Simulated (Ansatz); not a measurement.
**Frequency calculation of BSiH₇O₂**

The run: frequency calculation of BSiH₇O₂. Method and program: RKS B3LYP-D4/6-31G* (Ansatz 0.2.0).

It belongs to a series of runs on one base structure; here: vibrations at the highest image of the band. Figures and captions count atoms from 1; the log counts them from 0 in places.

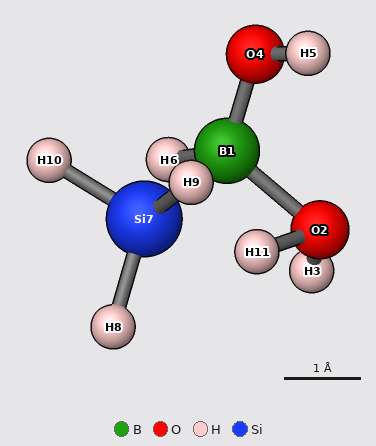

Figure 1. The input geometry (ball-and-stick view, seen at a tilt; atoms are numbered from 1 in the order of the input). Bond lengths as drawn: B–H 1.19 Å, B–O 1.38 to 1.61 Å, H–O 0.97 to 1.18 Å and H–Si 1.49 to 1.50 Å.

Summary

```csv
quantity,value
outcome,converged
total energy,−12761.6561 eV
mean-field energy,−12761.3614 eV
largest force (length of the vector),under 0.001 eV/Å
hardware,"2 threads of Arm Neoverse V2, 24 GiB of memory available, shared host"
wall time,72 s (CPU time 2.3 min)
peak memory,0.15 GiB
```

The input
```yaml
crystal:
  periodic: [false, false, false]
  atoms:
    - { symbol: B, position_ang: [-0.266983, 0.149423, 0.162064] }
    - { symbol: O, position_ang: [0.295505, -0.661395, 1.439081] }
    - { symbol: H, position_ang: [-0.453252, -1.055161, 1.923522] }
    - { symbol: O, position_ang: [0.455546, -0.051314, -0.993973] }
    - { symbol: H, position_ang: [1.410817, -0.090608, -0.842156] }
    - { symbol: H, position_ang: [-1.458459, 0.104796, 0.088809] }
    - { symbol: Si, position_ang: [0.211526, 2.310823, 0.84802] }
    - { symbol: H, position_ang: [-0.130227, 2.955991, 2.15578] }
    - { symbol: H, position_ang: [1.629901, 2.664972, 0.539232] }
    - { symbol: H, position_ang: [-0.649648, 2.95853, -0.178716] }
    - { symbol: H, position_ang: [0.279073, 0.516744, 1.561136] }
basis:
  gaussian: { orbitals: "6-31G*" }
hamiltonian:
  xc: b3lyp
  dispersion: d4
phonons: {}
```

Launched with:
```bash
ansatz run input.yaml --threads 2 --pin off --max-ram 3072MiB --backend cpu --events-out ev --progress --plain --runs-dir out
```

What the program printed
```
Engine: ansatz 0.2.0, aarch64-unknown-linux-gnu
Functional definition: B3LYP
  parameter a0 = 0.2
  parameter ax = 0.72
  parameter ac = 0.81
  exchange = (1 - a0 - ax)*slater_x + ax*b88_x + a0*exact_x
  correlation = (1 - ac)*vwn_rpa_c + ac*lyp_c
849 factors; integrals over basis functions are off by at most 7.0e-4 eV
mean field evaluation 1: about -12755.6100 eV, gradient 5.7e1 eV
mean field evaluation 2: about -12744.3255 eV, gradient 9.7e1 eV
mean field evaluation 4: about -12761.3215 eV, gradient 3.8e0 eV
mean field evaluation 8: about -12761.3609 eV, gradient 2.9e-1 eV
mean field evaluation 16: about -12761.3611 eV, gradient 2.3e-5 eV
mean field -12761.36113368 eV, -468.9713717013 hartree, gradient 2.3e-5 eV, S^2 0.000000; 0 other end points of the search recorded, 0 dependent functions left out
the calculation of the forces begins
reference -12761.36136967 eV, -468.9713803739 hartree; 21, 21 occupied and 57, 57 virtual orbitals, 849 factors
these checks for a lower state are left out or cut short: stability, starts, cluster_reference, orbital_swaps, neighbouring_geometries, increment
849 factors; integrals over basis functions are off by at most 7.0e-4 eV
mean field -12761.36098499 eV, -468.9713662373 hartree, gradient 1.6e-6 eV, S^2 0.000000; 0 other end points of the search recorded, 0 dependent functions left out
[... from here on the field's lines of each further geometry are left out, up to the last ...]
the calculation of the forces begins
reference -12761.36133175 eV, -468.9713789803 hartree; 21, 21 occupied and 57, 57 virtual orbitals, 849 factors
these checks for a lower state are left out or cut short: stability, starts, cluster_reference, orbital_swaps, neighbouring_geometries, increment
849 factors; integrals over basis functions are off by at most 7.0e-4 eV
mean field -12761.36113475 eV, -468.9713717407 hartree, gradient 2.9e-6 eV, S^2 0.000000; 0 other end points of the search recorded, 0 dependent functions left out
the calculation of the forces begins
reference -12761.36137073 eV, -468.9713804131 hartree; 21, 21 occupied and 57, 57 virtual orbitals, 849 factors
WARN: phonons: modes at or below zero, which the zero-point energy, F, S and C_V leave out: 1, the lowest at -1354.18 cm⁻¹. A minimum has none, and a first-order saddle one
Total energy: -12761.65609960 eV, -468.9822114990 hartree
Atom 0 at    -0.266983     0.149423     0.162064 Å, force     0.000067     0.000145     0.000136 eV/Å
Atom 1 at     0.295505    -0.661395     1.439081 Å, force     0.000117    -0.000317     0.000047 eV/Å
Atom 2 at    -0.453252    -1.055161     1.923522 Å, force    -0.000003     0.000131    -0.000008 eV/Å
Atom 3 at     0.455546    -0.051314    -0.993973 Å, force     0.000045     0.000009    -0.000190 eV/Å
Atom 4 at     1.410817    -0.090608    -0.842156 Å, force    -0.000151    -0.000020     0.000075 eV/Å
Atom 5 at    -1.458459     0.104796     0.088809 Å, force     0.000017     0.000000     0.000054 eV/Å
Atom 6 at     0.211526     2.310823     0.848020 Å, force    -0.000153    -0.000097    -0.000222 eV/Å
Atom 7 at    -0.130227     2.955991     2.155780 Å, force     0.000033     0.000004    -0.000042 eV/Å
Atom 8 at     1.629901     2.664972     0.539232 Å, force     0.000089     0.000156     0.000133 eV/Å
Atom 9 at    -0.649648     2.958530    -0.178716 Å, force     0.000057    -0.000025     0.000055 eV/Å
Atom 10 at     0.279073     0.516744     1.561136 Å, force    -0.000118     0.000014    -0.000037 eV/Å
Dipole moment:     0.034112    -0.338268     0.427999 e Å
Vibrations: -1354.18 123.70 168.14 295.12 329.50 370.35 439.31 463.03 510.96 564.13 693.05 861.67 906.96 943.14 951.10 997.93 1062.35 1145.48 1263.48 1321.24 1765.78 2187.92 2209.25 2239.74 2649.20 3705.77 3780.26 cm⁻¹, zero-point energy 1.980559 eV
```

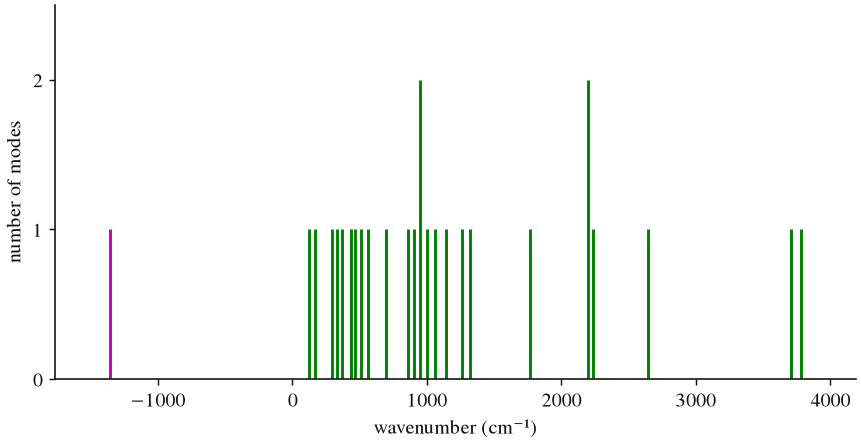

Figure 2. Harmonic vibrational wavenumbers from the force constants; neighbouring modes closer than 23 cm⁻¹ are counted in one stick, and imaginary ones are drawn at negative wavenumbers. 27 modes from 1354i to 3780 cm⁻¹, 1 imaginary beyond 8i (1354i cm⁻¹): a first-order saddle point, if the geometry is stationary.
